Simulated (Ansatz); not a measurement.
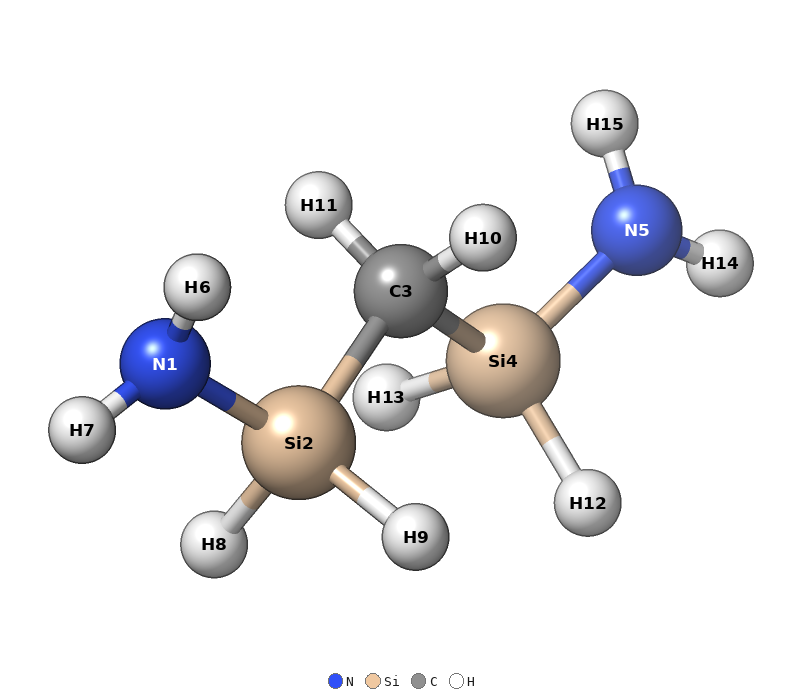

Atoms carry their numbers in the input. The computed structure is the end point of a PBE0-D4/def2-TZVP optimisation. No frequency run is at hand to confirm it as a minimum.

How are the neighbours of atom 2 arranged?

Answer. Si2 has 4 neighbours (N1 at 1.72, C3 at 1.87, H8 at 1.49, H9 at 1.49 Å); the arrangement is tetrahedral.

Describe the coordination of atom 3.

Answer. C3 has 4 neighbours (Si2 at 1.87, Si4 at 1.87, H10 at 1.10, H11 at 1.10 Å); the arrangement is tetrahedral.

What is the dihedral angle Si2–C3–Si4–N5?

Answer. 162° in size, that is anti.
